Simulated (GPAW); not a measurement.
Band structure of VSe₂ (P-3m1, 3 atoms in the cell).

```xyz
3
Lattice="3.4263 0.0000 0.0000 -1.7132 2.9673 0.0000 0.0000 0.0000 6.3497" Properties=species:S:1:pos:R:3 pbc="T T T"
V      0.0000     0.0000     0.0000
Se     1.7132     0.9891     4.8177
Se     0.0000     1.9782     1.5320
```
Moments meant for the start (each program seeds them in its own way; μB, in the order of the atoms V Se Se): 2.0 0.0 0.0.

Computed with LDA (Perdew-Wang 92), GPAW PAW datasets LDA (gpaw-data 1.0.1) (plane waves; GPAW).

Settings: spinpol = true; mode = pw; ecut = 800 eV; xc = LDA; kpts = 7 7 3; mesh shift (steps) = 0 0 0; occupations.name = methfessel-paxton; occupations.width = 0.1 eV; occupations.order = 1; nbands = -11; convergence.density = 1e-05 e/electron; convergence.energy = 1e-05 eV/electron; symmetry.symmorphic = false; symmetry.tolerance = 0.0005.

The starting cell comes from a database of computed structures (which also holds hypothetical and non-ambient phases and stackings), without a prior relaxation at this level. With one magnetic atom in the cell only a parallel order is possible.

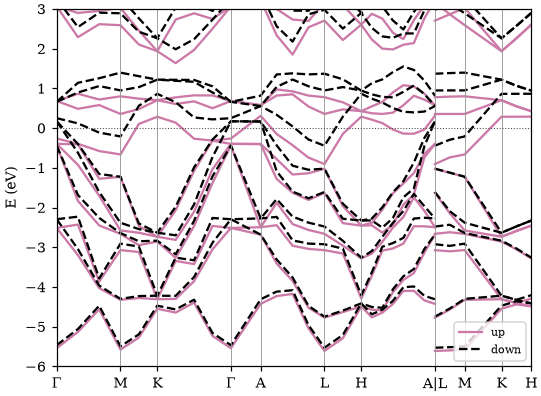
Fig. 1. Bands along the path, energies from the Fermi level.

Levels in eV from the Fermi level, bands 10 to 17 of the first spin channel:
```
point     10     11     12     13    14    15    16    17
-----  -----  -----  -----  -----  ----  ----  ----  ----
Γ      -0.44  -0.40  -0.40  -0.26  0.68  0.68  3.06  3.06
M      -2.66  -2.58  -1.23  -0.66  0.36  0.80  2.59  3.03
K      -2.86  -2.74  -2.74   0.29  0.70  0.70  1.94  1.94
A      -2.50  -0.40  -0.40   0.31  0.58  0.58  3.22  3.22
L      -2.66  -1.63  -1.03  -0.91  0.36  0.78  2.71  3.16
H      -3.28  -2.46  -2.46   0.29  0.43  0.43  2.60  2.60
```

Bands cross the Fermi level along this path, so the cell is metallic at this level.

The net moment of the cell came out as 0.64 μB.
